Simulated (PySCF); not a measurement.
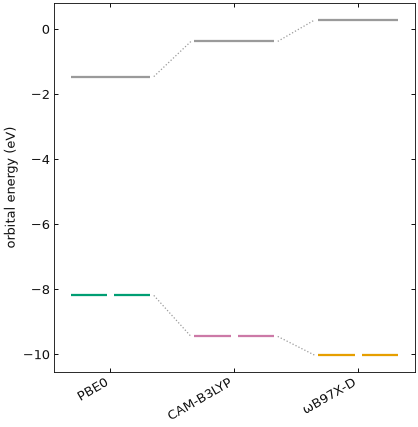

Frontier orbital energies of CHP (phosphaethyne), SMILES C#P at one geometry, aug-cc-pVTZ, PySCF, at a PBE0-D3(BJ)/def2-TZVP geometry (no frequency check). Empty levels are grey, levels within 0.1 eV stand side by side; all columns show the same few orbitals around the gap. Dotted lines join the HOMOs and the LUMOs.

Compare the HOMO-LUMO separations.

Answer. The separation grows from 6.73 eV (PBE0) to 10.31 eV (ωB97X-D).

| level | HOMO (eV) | LUMO (eV) | separation (eV) |
| --- | --- | --- | --- |
| PBE0 | −8.19 | −1.46 | 6.73 |
| CAM-B3LYP | −9.45 | −0.38 | 9.07 |
| ωB97X-D | −10.03 | 0.29 | 10.31 |

Caveats, for all or some of the runs: empty levels above zero depend strongly on the basis.
